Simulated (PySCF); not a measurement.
Geometry relaxation of C2H9NO2Si2

- system: C2H9NO2Si2, SMILES CC(=O)N[SiH2]O[SiH3]
- method: PBE0-D3(BJ)/def2-SVP geometry optimisation, gas phase (PySCF 2.14.0)

It belongs to a series of runs on one base structure; here: H on Si replaced by NHCOCH3.

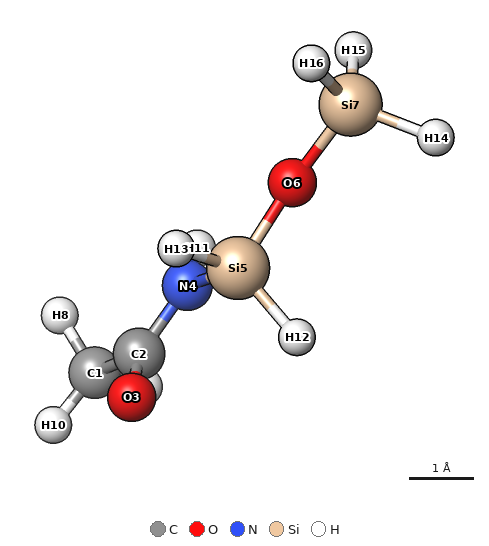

Fig. 1: The structure as given in the input (ball-and-stick view, seen at a tilt; atoms are numbered from 1 in the order of the input).

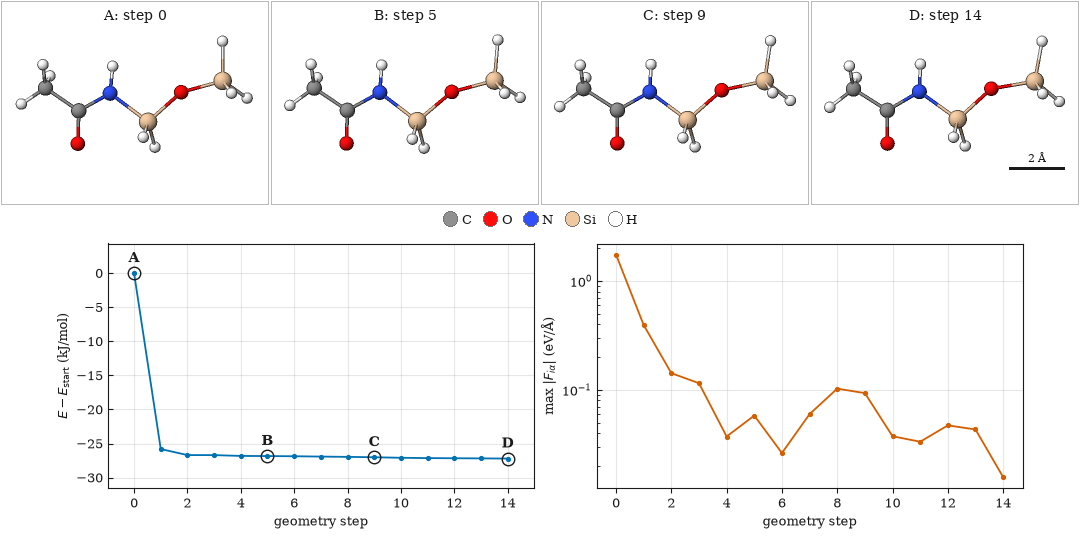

Fig. 2: Frames of the relaxation (ball-and-stick view, seen at a tilt) above the curves, on which the letters mark them (steps are counted from 0).

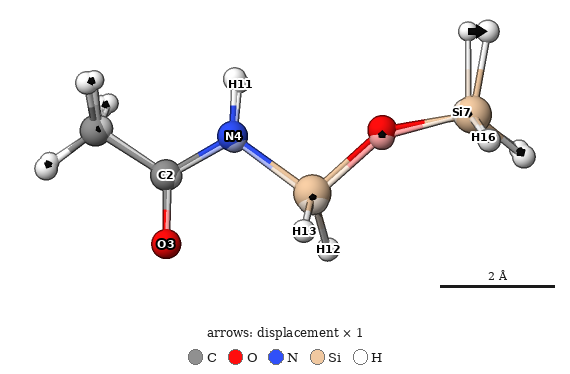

Fig. 3: Start (faint) and end (solid) with the displacements as black arrows, at true length (ball-and-stick view, seen at a tilt). The two geometries are laid on each other by the best rigid fit. Over 14 geometry steps the energy falls by 27.2 kJ/mol. The largest force component goes from 1.8 to 0.016 eV/Å. H15 moves most after the best rigid fit: 0.35 Å. By element the largest moves are H 0.35 Å, O 0.13 Å, Si 0.11 Å, C 0.08 Å, N 0.07 Å. Distances before and after: O6–Si7 1.606 → 1.656 Å, Si5–H13 1.437 → 1.487 Å, C2–N4 1.321 → 1.363 Å, Si7–H15 1.452 → 1.490 Å. Among the angles that change: Si5–O6–Si7 152.0° → 146.1°, H12–Si5–H13 117.4° → 112.0°, O6–Si7–H15 103.8° → 108.3°. (Atoms are counted from 1 in the order of the input.)

These pictures come from the run below.

## Input
```
{"job": {"xc": "PBE0", "basis": "def2-SVP", "d3": "d3bj", "grid": 1, "shake": 0.01, "kind": "geom"}, "charge": 0, "multiplicity": 1}
C      2.832830     0.444610     1.361630
C      1.729380    -0.435470     0.803320
O      1.772160    -1.646440     0.804930
N      0.681080     0.174550     0.279110
Si    -0.579120    -0.919370    -0.341950
O     -1.699020     0.138280    -0.862480
Si    -3.058580     0.496880    -1.637530
H      3.137000     1.196210     0.598360
H      2.425400     1.018310     2.238380
H      3.663890    -0.129020     1.673910
H      0.580650     1.175030     0.278580
H     -1.141900    -1.692380     0.761930
H     -0.085600    -1.649890    -1.476150
H     -4.202830     0.003340    -0.832850
H     -3.040700     1.946110    -1.717040
H     -3.033660    -0.123100    -2.945210
```

The first line tells a small driver script what to run in PySCF; the rest is the geometry in Å.

Command:
```bash
OMP_NUM_THREADS=1 python <driver script> task.json out
```

## Log
```
step   0  E = -864.97237139  max force = 0.034048
step   1  E = -864.98219997  max force = 0.007671
step   2  E = -864.98253712  max force = 0.002774
step   3  E = -864.98253934  max force = 0.002240
step   4  E = -864.98258457  max force = 0.000725
step   5  E = -864.98259252  max force = 0.001130
step   6  E = -864.98260263  max force = 0.000510
step   7  E = -864.98262120  max force = 0.001164
step   8  E = -864.98263849  max force = 0.001997
step   9  E = -864.98265840  max force = 0.001817
step  10  E = -864.98268843  max force = 0.000729
step  11  E = -864.98270615  max force = 0.000649
step  12  E = -864.98271462  max force = 0.000918
step  13  E = -864.98272259  max force = 0.000842
step  14  E = -864.98273168  max force = 0.000308
optimisation converged
```

## Trajectory as extended XYZ (Å, eV, eV/Å), 14 of the 15 frames kept, from step=0 to step=14
```
16
Properties=species:S:1:pos:R:3:forces:R:3 step=0 energy=-23537.09710
C     2.8328    0.4446    1.3616   -1.5692   1.4282  -0.1631
C     1.7294   -0.4355    0.8033    1.7382   0.4033   0.7104
O     1.7722   -1.6464    0.8049    0.0779  -1.1283   0.0487
N     0.6811    0.1746    0.2791   -1.7508   0.3788  -0.8161
Si   -0.5791   -0.9194   -0.3419    0.7666   0.5331   0.8889
O    -1.6990    0.1383   -0.8625    0.8205   0.0459   0.5441
Si   -3.0586    0.4969   -1.6375   -0.8913   0.1723   0.2125
H     3.1370    1.1962    0.5984   -0.0346  -0.3067   0.3058
H     2.4254    1.0183    2.2384    0.3138  -0.3504  -0.5200
H     3.6639   -0.1290    1.6739    1.1402  -0.8707   0.3864
H     0.5806    1.1750    0.2786    0.0592   0.3587   0.0134
H    -1.1419   -1.6924    0.7619   -0.1493  -0.4417   0.2631
H    -0.0856   -1.6499   -1.4762    0.3268  -0.7101  -0.6875
H    -4.2028    0.0033   -0.8328   -0.3203  -0.0031  -0.0408
H    -3.0407    1.9461   -1.7170   -0.3430   0.8181  -0.2411
H    -3.0337   -0.1231   -2.9452   -0.1846  -0.3276  -0.9048
16
Properties=species:S:1:pos:R:3:forces:R:3 step=1 energy=-23537.36454
C     2.8312    0.4249    1.4731    0.3945  -0.2016   0.1766
C     1.7972   -0.4488    0.8211   -0.3242  -0.0724  -0.1294
O     1.8612   -1.6678    0.7932    0.0119   0.1488   0.0009
N     0.7063    0.1691    0.2680    0.1693  -0.1423   0.0808
Si   -0.5451   -0.9050   -0.3675   -0.0116  -0.0034  -0.0912
O    -1.7028    0.1555   -0.9036   -0.1735   0.0892  -0.0739
Si   -3.1015    0.5588   -1.7010    0.1189  -0.0552  -0.0120
H     3.1661    1.2377    0.8119   -0.0406  -0.0016  -0.0221
H     2.4038    0.8762    2.3804   -0.0281   0.0735   0.0280
H     3.6982   -0.1928    1.7717   -0.2510   0.1567  -0.1376
H     0.6254    1.1786    0.2872   -0.0200   0.0107  -0.0141
H    -1.1103   -1.7668    0.7032   -0.0002   0.0280   0.0198
H    -0.0510   -1.7213   -1.5106    0.0058   0.0572   0.0307
H    -4.3003    0.0930   -0.9399    0.0450  -0.0226   0.0209
H    -3.1863    2.0443   -1.8527    0.0823  -0.0689   0.0550
H    -3.1246   -0.0590   -3.0652    0.0213   0.0040   0.0676
16
Properties=species:S:1:pos:R:3:forces:R:3 step=2 energy=-23537.37372
C     2.8325    0.4174    1.4674    0.0595  -0.0135   0.0819
C     1.7694   -0.4385    0.8323   -0.0197   0.1426  -0.0285
O     1.8220   -1.6565    0.8041   -0.0531  -0.0426  -0.0255
N     0.6897    0.1908    0.2811    0.1006  -0.0873   0.0689
Si   -0.5425   -0.8938   -0.3649   -0.0485  -0.0608  -0.0263
O    -1.7045    0.1573   -0.9024   -0.0436   0.0353  -0.0239
Si   -3.0966    0.5437   -1.7060    0.0486  -0.0178   0.0179
H     3.1648    1.2183    0.7906   -0.0180   0.0087  -0.0111
H     2.4329    0.8882    2.3799    0.0047   0.0177  -0.0216
H     3.6868   -0.2138    1.7421   -0.0363   0.0147  -0.0279
H     0.6072    1.2005    0.2992    0.0139  -0.0127  -0.0033
H    -1.1057   -1.7598    0.7033   -0.0113   0.0142   0.0013
H    -0.0268   -1.6948   -1.5056    0.0046   0.0206  -0.0081
H    -4.2870    0.0561   -0.9474   -0.0028  -0.0127  -0.0034
H    -3.1757    2.0275   -1.8340    0.0073   0.0000   0.0043
H    -3.0992   -0.0660   -3.0703   -0.0059  -0.0063   0.0053
16
Properties=species:S:1:pos:R:3:forces:R:3 step=3 energy=-23537.37378
C     2.8331    0.4303    1.4631   -0.0459  -0.0197   0.0057
C     1.7696   -0.4413    0.8462   -0.1046   0.0217  -0.0705
O     1.8186   -1.6597    0.8211    0.1125  -0.0723   0.0560
N     0.6855    0.1742    0.2954   -0.0193   0.1152   0.0201
Si   -0.5487   -0.9032   -0.3634    0.0180  -0.0301   0.0287
O    -1.7048    0.1545   -0.8989    0.0407   0.0127   0.0158
Si   -3.0899    0.5425   -1.7082   -0.0103  -0.0011   0.0102
H     3.1477    1.2241    0.7693   -0.0023  -0.0038  -0.0047
H     2.4417    0.9139    2.3724    0.0021  -0.0109  -0.0158
H     3.6929   -0.1914    1.7303    0.0512  -0.0275   0.0197
H     0.6027    1.1836    0.3114   -0.0164   0.0160  -0.0218
H    -1.1231   -1.7721    0.6962   -0.0010   0.0001  -0.0022
H    -0.0278   -1.6923   -1.5091    0.0095  -0.0036  -0.0084
H    -4.2825    0.0432   -0.9607   -0.0112  -0.0036  -0.0092
H    -3.1654    2.0271   -1.8200   -0.0151   0.0124  -0.0099
H    -3.0823   -0.0569   -3.0760   -0.0081  -0.0055  -0.0137
16
Properties=species:S:1:pos:R:3:forces:R:3 step=4 energy=-23537.37501
C     2.8369    0.4262    1.4645   -0.0373   0.0289  -0.0182
C     1.7665   -0.4345    0.8454    0.0270  -0.0097   0.0086
O     1.8203   -1.6534    0.8231   -0.0157  -0.0224  -0.0120
N     0.6834    0.1855    0.2974   -0.0074   0.0132   0.0218
Si   -0.5480   -0.8966   -0.3604    0.0061  -0.0218   0.0073
O    -1.7072    0.1569   -0.8986    0.0245   0.0214   0.0093
Si   -3.0933    0.5363   -1.7112   -0.0144  -0.0056   0.0008
H     3.1557    1.2201    0.7726    0.0055   0.0048   0.0024
H     2.4501    0.9094    2.3753   -0.0009   0.0022   0.0011
H     3.6935   -0.2029    1.7285    0.0152  -0.0135   0.0061
H     0.6006    1.1950    0.3120    0.0001   0.0047  -0.0120
H    -1.1215   -1.7659    0.6992    0.0020   0.0016  -0.0002
H    -0.0231   -1.6846   -1.5056    0.0061  -0.0009  -0.0010
H    -4.2858    0.0303   -0.9675   -0.0030  -0.0018  -0.0048
H    -3.1801    2.0205   -1.8270   -0.0059   0.0010  -0.0032
H    -3.0805   -0.0654   -3.0786   -0.0022  -0.0021  -0.0061
16
Properties=species:S:1:pos:R:3:forces:R:3 step=5 energy=-23537.37523
C     2.8370    0.4247    1.4641    0.0128  -0.0184  -0.0001
C     1.7633   -0.4308    0.8444    0.0100   0.0581  -0.0004
O     1.8083   -1.6503    0.8164   -0.0049   0.0053  -0.0018
N     0.6828    0.1979    0.3008   -0.0134  -0.0303   0.0151
Si   -0.5445   -0.8895   -0.3554   -0.0031  -0.0324  -0.0104
O    -1.7068    0.1593   -0.8969   -0.0059   0.0315  -0.0056
Si   -3.0941    0.5277   -1.7139   -0.0034  -0.0140  -0.0014
H     3.1591    1.2193    0.7744   -0.0002  -0.0033   0.0004
H     2.4527    0.9070    2.3763   -0.0026   0.0007   0.0029
H     3.6917   -0.2091    1.7264   -0.0001   0.0079   0.0029
H     0.6018    1.2077    0.3138    0.0140  -0.0075  -0.0017
H    -1.1157   -1.7585    0.7056   -0.0036   0.0042   0.0003
H    -0.0144   -1.6778   -1.4983   -0.0032   0.0041  -0.0013
H    -4.2858    0.0134   -0.9745    0.0011  -0.0020  -0.0006
H    -3.1940    2.0111   -1.8331    0.0012  -0.0040   0.0018
H    -3.0738   -0.0756   -3.0810    0.0013   0.0002   0.0002
16
Properties=species:S:1:pos:R:3:forces:R:3 step=6 energy=-23537.37550
C     2.8386    0.4293    1.4640    0.0042  -0.0067  -0.0033
C     1.7632   -0.4264    0.8475    0.0120   0.0161   0.0012
O     1.8093   -1.6461    0.8207   -0.0018   0.0060  -0.0006
N     0.6806    0.1994    0.3057   -0.0172  -0.0106   0.0095
Si   -0.5455   -0.8889   -0.3526    0.0015  -0.0166  -0.0066
O    -1.7078    0.1597   -0.8958    0.0029   0.0263  -0.0023
Si   -3.0943    0.5207   -1.7175   -0.0070  -0.0138  -0.0043
H     3.1593    1.2227    0.7723    0.0012  -0.0012   0.0010
H     2.4562    0.9133    2.3762   -0.0010   0.0002   0.0020
H     3.6939   -0.2042    1.7252   -0.0042   0.0064   0.0021
H     0.6000    1.2092    0.3159    0.0082  -0.0024  -0.0026
H    -1.1190   -1.7576    0.7071   -0.0006   0.0003   0.0008
H    -0.0127   -1.6754   -1.4954   -0.0030   0.0004   0.0002
H    -4.2859   -0.0024   -0.9839    0.0014  -0.0018   0.0006
H    -3.2028    2.0036   -1.8346    0.0010  -0.0029   0.0017
H    -3.0655   -0.0803   -3.0854    0.0025   0.0005   0.0007
16
Properties=species:S:1:pos:R:3:forces:R:3 step=8 energy=-23537.37648
C     2.8420    0.4687    1.4668   -0.0037   0.0207   0.0023
C     1.7592   -0.3886    0.8673    0.0030  -0.1027   0.0083
O     1.8069   -1.6093    0.8460    0.0086   0.0298   0.0034
N     0.6670    0.2276    0.3364   -0.0099   0.0295  -0.0273
Si   -0.5448   -0.8729   -0.3315   -0.0086   0.0423   0.0074
O    -1.7115    0.1672   -0.8897    0.0339   0.0004   0.0072
Si   -3.0947    0.4503   -1.7479   -0.0149  -0.0087  -0.0085
H     3.1615    1.2533    0.7647    0.0000   0.0027  -0.0002
H     2.4680    0.9640    2.3765    0.0014   0.0015  -0.0013
H     3.6969   -0.1651    1.7287   -0.0095   0.0010  -0.0013
H     0.5917    1.2377    0.3246   -0.0137   0.0077   0.0027
H    -1.1266   -1.7392    0.7253    0.0092  -0.0128  -0.0003
H     0.0050   -1.6548   -1.4691   -0.0011  -0.0108   0.0032
H    -4.2732   -0.1491   -1.0524    0.0016  -0.0008   0.0024
H    -3.2868    1.9247   -1.8584   -0.0002   0.0000   0.0005
H    -2.9931   -0.1379   -3.1181    0.0041   0.0003   0.0014
16
Properties=species:S:1:pos:R:3:forces:R:3 step=9 energy=-23537.37702
C     2.8388    0.4928    1.4718   -0.0008   0.0184   0.0066
C     1.7579   -0.3695    0.8763   -0.0097  -0.0934   0.0132
O     1.8083   -1.5901    0.8597    0.0095   0.0293   0.0013
N     0.6631    0.2423    0.3451    0.0079   0.0259  -0.0371
Si   -0.5422   -0.8640   -0.3242   -0.0167   0.0433   0.0118
O    -1.7109    0.1715   -0.8893    0.0372  -0.0073   0.0079
Si   -3.0935    0.4109   -1.7630   -0.0137  -0.0038  -0.0056
H     3.1601    1.2721    0.7646   -0.0012   0.0029  -0.0015
H     2.4627    0.9948    2.3770    0.0003   0.0022  -0.0031
H     3.6931   -0.1387    1.7406   -0.0060  -0.0005  -0.0024
H     0.5889    1.2523    0.3232   -0.0182   0.0061   0.0066
H    -1.1241   -1.7296    0.7331    0.0079  -0.0121  -0.0019
H     0.0129   -1.6477   -1.4581    0.0009  -0.0096   0.0027
H    -4.2601   -0.2256   -1.0804    0.0005  -0.0006   0.0011
H    -3.3299    1.8786   -1.8752   -0.0005   0.0001  -0.0004
H    -2.9576   -0.1735   -3.1320    0.0025  -0.0009   0.0008
16
Properties=species:S:1:pos:R:3:forces:R:3 step=10 energy=-23537.37784
C     2.8296    0.5267    1.4823    0.0013   0.0066   0.0106
C     1.7577   -0.3473    0.8870   -0.0165  -0.0375   0.0036
O     1.8159   -1.5670    0.8774    0.0034   0.0133   0.0034
N     0.6621    0.2572    0.3472    0.0292   0.0112  -0.0333
Si   -0.5368   -0.8551   -0.3205   -0.0173   0.0218   0.0124
O    -1.7068    0.1756   -0.8929    0.0256  -0.0100   0.0028
Si   -3.0904    0.3620   -1.7800   -0.0084   0.0035   0.0006
H     3.1540    1.2992    0.7690   -0.0026   0.0012  -0.0023
H     2.4434    1.0373    2.3782   -0.0007   0.0035  -0.0031
H     3.6840   -0.0980    1.7659    0.0004  -0.0014  -0.0024
H     0.5861    1.2669    0.3151   -0.0187   0.0016   0.0120
H    -1.1160   -1.7204    0.7390    0.0025  -0.0061  -0.0026
H     0.0213   -1.6448   -1.4492    0.0032  -0.0034   0.0013
H    -4.2395   -0.3125   -1.1042   -0.0006  -0.0012  -0.0014
H    -3.3768    1.8199   -1.9001   -0.0004  -0.0004  -0.0014
H    -2.9203   -0.2230   -3.1449   -0.0004  -0.0027  -0.0002
16
Properties=species:S:1:pos:R:3:forces:R:3 step=11 energy=-23537.37832
C     2.8205    0.5484    1.4921    0.0016  -0.0038   0.0033
C     1.7587   -0.3357    0.8927   -0.0187   0.0221   0.0090
O     1.8228   -1.5546    0.8907    0.0012  -0.0084  -0.0022
N     0.6655    0.2631    0.3402    0.0334  -0.0028  -0.0238
Si   -0.5306   -0.8525   -0.3242   -0.0097  -0.0060   0.0133
O    -1.7010    0.1757   -0.8991    0.0030  -0.0049  -0.0078
Si   -3.0882    0.3351   -1.7877   -0.0020   0.0055   0.0059
H     3.1490    1.3153    0.7747   -0.0008   0.0005  -0.0014
H     2.4223    1.0661    2.3787   -0.0013   0.0022  -0.0017
H     3.6742   -0.0701    1.7904    0.0045  -0.0010  -0.0001
H     0.5842    1.2723    0.3061   -0.0107  -0.0019   0.0125
H    -1.1061   -1.7185    0.7370   -0.0033   0.0011  -0.0023
H     0.0277   -1.6470   -1.4499    0.0045   0.0026   0.0002
H    -4.2267   -0.3523   -1.1070   -0.0004  -0.0013  -0.0024
H    -3.3965    1.7877   -1.9172    0.0004  -0.0009  -0.0015
H    -2.9084   -0.2566   -3.1483   -0.0018  -0.0029  -0.0009
16
Properties=species:S:1:pos:R:3:forces:R:3 step=12 energy=-23537.37855
C     2.8143    0.5596    1.4998   -0.0013  -0.0077  -0.0012
C     1.7595   -0.3298    0.8953   -0.0031   0.0472  -0.0027
O     1.8278   -1.5481    0.8958   -0.0043  -0.0179   0.0012
N     0.6696    0.2655    0.3323    0.0189  -0.0100  -0.0086
Si   -0.5253   -0.8527   -0.3290    0.0013  -0.0203   0.0064
O    -1.6965    0.1733   -0.9058   -0.0115  -0.0007  -0.0137
Si   -3.0875    0.3225   -1.7909    0.0038   0.0039   0.0081
H     3.1460    1.3242    0.7812   -0.0001  -0.0008   0.0000
H     2.4078    1.0805    2.3807   -0.0002   0.0015   0.0008
H     3.6676   -0.0552    1.8069    0.0030   0.0002   0.0015
H     0.5820    1.2743    0.3011   -0.0027  -0.0023   0.0120
H    -1.0989   -1.7189    0.7331   -0.0054   0.0053   0.0001
H     0.0340   -1.6496   -1.4526    0.0027   0.0053  -0.0001
H    -4.2219   -0.3631   -1.1012   -0.0003  -0.0009  -0.0016
H    -3.4000    1.7732   -1.9300    0.0007  -0.0008  -0.0013
H    -2.9108   -0.2793   -3.1474   -0.0015  -0.0020  -0.0009
16
Properties=species:S:1:pos:R:3:forces:R:3 step=13 energy=-23537.37877
C     2.8084    0.5716    1.5076   -0.0012  -0.0060  -0.0077
C     1.7595   -0.3213    0.8980    0.0030   0.0433   0.0037
O     1.8305   -1.5395    0.9018   -0.0030  -0.0166  -0.0029
N     0.6726    0.2701    0.3257    0.0009  -0.0103  -0.0006
Si   -0.5190   -0.8527   -0.3340    0.0083  -0.0208   0.0034
O    -1.6923    0.1692   -0.9139   -0.0153  -0.0006  -0.0152
Si   -3.0871    0.3071   -1.7951    0.0065   0.0020   0.0075
H     3.1444    1.3335    0.7881    0.0012  -0.0005   0.0010
H     2.3948    1.0960    2.3831   -0.0002  -0.0005   0.0015
H     3.6603   -0.0409    1.8234    0.0006   0.0013   0.0024
H     0.5777    1.2784    0.2994    0.0045  -0.0013   0.0074
H    -1.0918   -1.7188    0.7288   -0.0056   0.0064   0.0013
H     0.0444   -1.6500   -1.4552    0.0010   0.0048   0.0002
H    -4.2172   -0.3755   -1.0957   -0.0003  -0.0001  -0.0002
H    -3.4035    1.7558   -1.9458    0.0000  -0.0005  -0.0013
H    -2.9144   -0.3065   -3.1469   -0.0003  -0.0006  -0.0006
16
Properties=species:S:1:pos:R:3:forces:R:3 step=14 energy=-23537.37901
C     2.8024    0.5871    1.5153   -0.0008  -0.0015  -0.0050
C     1.7589   -0.3091    0.9019    0.0113   0.0158  -0.0071
O     1.8342   -1.5274    0.9059   -0.0034  -0.0062   0.0017
N     0.6731    0.2772    0.3231   -0.0149  -0.0044   0.0092
Si   -0.5127   -0.8525   -0.3364    0.0117  -0.0072  -0.0024
O    -1.6883    0.1635   -0.9229   -0.0108  -0.0053  -0.0117
Si   -3.0858    0.2860   -1.8023    0.0060   0.0012   0.0049
H     3.1410    1.3477    0.7957    0.0006  -0.0006   0.0010
H     2.3830    1.1131    2.3870    0.0003  -0.0003   0.0018
H     3.6538   -0.0231    1.8374   -0.0023   0.0018   0.0018
H     0.5706    1.2849    0.3014    0.0060   0.0002   0.0024
H    -1.0868   -1.7173    0.7266   -0.0028   0.0038   0.0023
H     0.0580   -1.6494   -1.4541   -0.0011   0.0017   0.0011
H    -4.2112   -0.3953   -1.0941   -0.0001   0.0007   0.0011
H    -3.4092    1.7316   -1.9668   -0.0005  -0.0002  -0.0010
H    -2.9135   -0.3405   -3.1484    0.0009   0.0004   0.0000
```

## Key numbers

```json
{"quantity": "outcome", "value": "converged"}
{"quantity": "total energy", "value": "−864.982732 hartree"}
{"quantity": "dipole moment", "value": "3.13 D"}
{"quantity": "point group", "value": "C1"}
{"quantity": "hardware", "value": "1 CPU thread, shared host"}
{"quantity": "wall time", "value": "5.2 min"}
{"quantity": "peak memory", "value": "0.59 GiB"}
```
